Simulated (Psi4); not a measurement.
# C3H3 (cyclopropenyl radical): UPBE/def2-SVPD

What is the vertical electron affinity of C3H3 (cyclopropenyl radical) at UPBE/def2-SVPD? Input form: a Python script.

The results are computed with Psi4 1.11.

## (1) The structure to begin with

C3H3: 6 atoms, total charge 0, spin state doublet. SMILES: `[CH]1C=C1`. The coordinates come from a PBE0-D4/def2-TZVP relaxation.

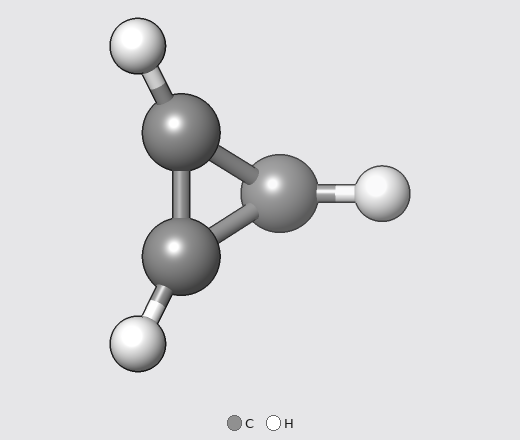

The structure, seen from a chosen angle (carbon grey, hydrogen white).

## (2) Energy and gradient at UPBE/def2-SVPD

File calc.py:

```python
import psi4

psi4.set_memory(2200000000)
psi4.set_num_threads(1)
psi4.set_output_file('output.dat', False)

geom = psi4.geometry("""
0 2
C     -0.672510    -0.511460    -0.389220
C      0.569550     0.236690    -0.449260
C      0.154530    -0.120620     0.737460
H     -1.684210    -0.200530    -0.649440
H      1.315420     0.727680    -1.051860
H      0.317210    -0.131770     1.802310
symmetry c1
no_reorient
no_com
""")

options = {'basis': 'def2-SVPD', 'reference': 'uks', 'puream': True, 'e_convergence': 1e-09, 'd_convergence': 1e-08, 'scf_type': 'pk', 'dft_radial_points': 99, 'dft_spherical_points': 590, 'maxiter': 100}
psi4.set_options(options)

energy_value, wavefunction = psi4.gradient('pbe', return_wfn=True)
psi4.oeprop(wavefunction, 'QUADRUPOLE', 'MAYER_INDICES', 'DIPOLE', title='PBE')
print('gradient / Eh bohr^-1')
print(energy_value.np.round(6))
print(f'energy = {wavefunction.energy():.10f} Eh')
```

Command:

```
$ python calc.py
```

output.dat (excerpt; [...] marks lines left out):

```text
[...]
  Running in c1 symmetry.
[...]
  Nuclear repulsion =   58.270541790479662
[...]
  Multiplicity = 2
[...]
  Nalpha       = 11
  Nbeta        = 10
[...]
    Number of basis functions: 84
[...]
   @UKS iter   1:  -115.42458170574302    5.03510e-02   8.32560e-03 DIIS/ADIIS
[...]
   @UKS iter  13:  -115.71989178503608   -5.54223e-13   3.79561e-09 DIIS
[...]
   @S^2 Observed:                7.524663344E-01
[...]
    Orbital Energies [Eh]
    ---------------------
    Alpha Occupied:
       1A     -9.935357     2A     -9.934493     3A     -9.914846
       4A     -0.820609     5A     -0.525258     6A     -0.520634
       7A     -0.461357     8A     -0.358707     9A     -0.306078
      10A     -0.283983    11A     -0.131072
    Alpha Virtual:
      12A     -0.058004    13A      0.024461    14A      0.032954
      15A      0.040357    16A      0.088484    17A      0.111366
      18A      0.115755    19A      0.143195    20A      0.143798
      21A      0.186541    22A      0.189098    23A      0.204726
      24A      0.216081    25A      0.223473    26A      0.247301
[...]
  @UKS Final Energy:  -115.71989178503608
   => Energetics <=
    Nuclear Repulsion Energy =             58.2705417904796619
    One-Electron Energy =                -269.5585936661914275
    Two-Electron Energy =                 112.6912088899574655
    DFT Exchange-Correlation Energy =     -17.1230487992817757
    Empirical Dispersion Energy =           0.0000000000000000
    VV10 Nonlocal Energy =                  0.0000000000000000
    Total Energy =                       -115.7198917850360829
[...]
  -Total Gradient:
     Atom            X                  Y                   Z
    ------   -----------------  -----------------  -----------------
       1        0.003173095315     0.009801912384     0.004055396903
       2       -0.007739934274    -0.006060263587     0.015912444970
       3        0.004061035961     0.004097194038    -0.017779061848
       4        0.010771074247    -0.002657789117     0.002966654449
       5       -0.008391682926    -0.005396550752     0.006748154455
       6       -0.001873255413     0.000215936895    -0.011903341652
[...]
 Multipole Moments:
 ------------------------------------------------------------------------------------
     Multipole            Electronic (a.u.)      Nuclear  (a.u.)        Total (a.u.)
 ------------------------------------------------------------------------------------
 L = 1.  Multiply by 2.5417464519 to convert [e a0] to [Debye]
 Dipole X            :         -0.1902312            0.4872470            0.2970158
 Dipole Y            :          4.1808374           -3.7359130            0.4449245
 Dipole Z            :          1.1923506           -0.9545196            0.2378310
 Magnitude           :                                                    0.5854398
 L = 2.  Multiply by 1.3450342976 to convert [e a0^2] to [Debye ang]
 Quadrupole XX       :        -46.8504329           33.8206045          -13.0298284
 Quadrupole XY       :        -14.4751440           14.3339570           -0.1411870
[...]
```

The script printed:

```text
gradient / Eh bohr^-1
[[ 0.003173  0.009802  0.004055]
 [-0.00774  -0.00606   0.015912]
 [ 0.004061  0.004097 -0.017779]
 [ 0.010771 -0.002658  0.002967]
 [-0.008392 -0.005397  0.006748]
 [-0.001873  0.000216 -0.011903]]
energy = -115.7198917850 Eh
```

It took 32 s on 1 thread of Intel Xeon Platinum 8259CL at 2.50GHz (Skylake/Cascade Lake), shared host; peak memory 1.1 GiB.

## (3) The singlet anion: a single-point energy at PBE/def2-SVPD

File run.py:

```python
import psi4

psi4.set_memory('2200 MB')
psi4.set_num_threads(1)
psi4.core.set_output_file('c3h3.out', False)

m = psi4.geometry("""
-1 1
C     -0.672510    -0.511460    -0.389220
C      0.569550     0.236690    -0.449260
C      0.154530    -0.120620     0.737460
H     -1.684210    -0.200530    -0.649440
H      1.315420     0.727680    -1.051860
H      0.317210    -0.131770     1.802310
symmetry c1
""")

psi4.set_options({
    'basis': 'def2-SVPD',
    'puream': True,
    'e_convergence': 1e-09,
    'd_convergence': 1e-08,
    'scf_type': 'pk',
    'dft_radial_points': 99,
    'dft_spherical_points': 590,
})

e_tot, wfn = psi4.energy("pbe", molecule=m, return_wfn=True)
psi4.oeprop(wfn, "LOWDIN_CHARGES", "MAYER_INDICES", "QUADRUPOLE")
print(f'pbe energy: {e_tot:.10f} Eh')
```

Command:

```
$ python run.py
```

c3h3.out (excerpt; [...] marks lines left out):

```text
[...]
  Running in c1 symmetry.
[...]
  Nuclear repulsion =   58.270541790479662
[...]
  Multiplicity = 1
[...]
  Nalpha       = 11
  Nbeta        = 11
[...]
    Number of basis functions: 84
[...]
   @RKS iter   1:  -115.03659404438707    4.38339e-01   1.18309e-02 ADIIS/DIIS
[...]
   @RKS iter  14:  -115.66931332194463   -4.94538e-12   5.46459e-09 DIIS
[...]
    Orbital Energies [Eh]
    ---------------------
    Doubly Occupied:
       1A     -9.694859     2A     -9.693992     3A     -9.618295
       4A     -0.566005     5A     -0.294469     6A     -0.283272
       7A     -0.208211     8A     -0.100928     9A     -0.057859
      10A     -0.031655    11A      0.160186
[...]
  @RKS Final Energy:  -115.66931332194463
   => Energetics <=
    Nuclear Repulsion Energy =             58.2705417904796619
    One-Electron Energy =                -274.6924709736171621
    Two-Electron Energy =                 118.0950186690370174
    DFT Exchange-Correlation Energy =     -17.3424028078441381
    Empirical Dispersion Energy =           0.0000000000000000
    VV10 Nonlocal Energy =                  0.0000000000000000
    Total Energy =                       -115.6693133219446281
[...]
 Multipole Moments:
 ------------------------------------------------------------------------------------
     Multipole            Electronic (a.u.)      Nuclear  (a.u.)        Total (a.u.)
 ------------------------------------------------------------------------------------
 L = 1.  Multiply by 2.5417464519 to convert [e a0] to [Debye]
 Dipole X            :          0.9196339           -0.0892078            0.8304260
 Dipole Y            :          0.2884541            0.6838863            0.9723403
 Dipole Z            :          0.4083441            0.1747228            0.5830669
 Magnitude           :                                                    1.4053541
 L = 2.  Multiply by 1.3450342976 to convert [e a0^2] to [Debye ang]
 Quadrupole XX       :        -53.1488960           33.8096782          -19.3392178
 Quadrupole XY       :        -16.9429175           14.4177334           -2.5251841
[...]
```

The script printed:

```text
pbe energy: -115.6693133219 Eh
```

Wall time 20 s (1 thread of Intel Xeon Platinum 8259CL at 2.50GHz (Skylake/Cascade Lake), shared host); peak memory 1.1 GiB.

## (4) Outcome

At UPBE/def2-SVPD:

```
                                                            quantity          value
                                          doublet C3H3: total energy  -115.71989 Eh
                                         doublet C3H3: dipole moment         1.49 D
                    doublet C3H3: HOMO energy (highest over α and β)       -3.57 eV
                     doublet C3H3: LUMO energy (lowest over α and β)       -1.74 eV
                                                  doublet C3H3: ⟨S²⟩          0.752
                              doublet C3H3: largest force on an atom     0.962 eV/Å
                                         singlet anion: total energy  -115.66931 Eh
                                          singlet anion: HOMO energy        4.36 eV
                                          singlet anion: LUMO energy        4.59 eV
singlet anion: HOMO–LUMO gap (to an unbound level, set by the basis)        0.23 eV
                   vertical electron affinity (to the singlet anion)      -1.376 eV
```

In words: The anion lies 1.38 eV (133 kJ/mol) above the neutral: the electron isn't bound at this level, and such a value depends on the basis. The largest force (doublet C3H3) is 0.96 eV/Å: the shape isn't a stationary point for this species at this level. The HOMO (singlet anion) lies at positive energy, 4.36 eV, as semi-local functionals often give for anions; only total energies tell whether the electron is bound.
